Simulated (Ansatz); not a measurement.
Take BN in the zinc blende structure (space group F-43m, No. 216; a = 3.625 Å) as the base.

It is then changed as follows: cell and atoms relaxed at a pressure of 0.3 GPa.

All numbers come from PBE (Ansatz, a quantum-chemistry and plane-wave program, PAW, no spin-orbit coupling).

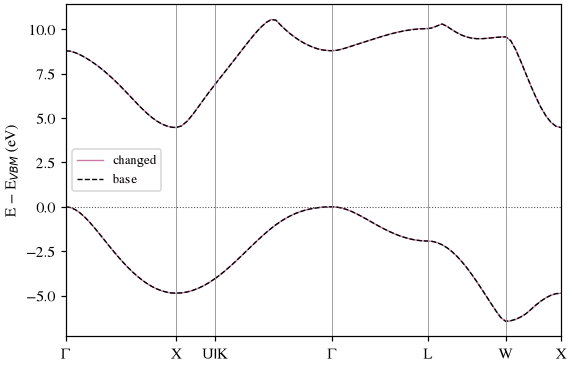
Fig. 1. Highest valence and lowest conduction band along the path, each from its own valence-band maximum

The gap is 4.46 eV, indirect, Γ → X; the base has 4.46 eV.

Load acts through the strain it causes; cell and atoms are relaxed under it. Stability against distortions was not tested.
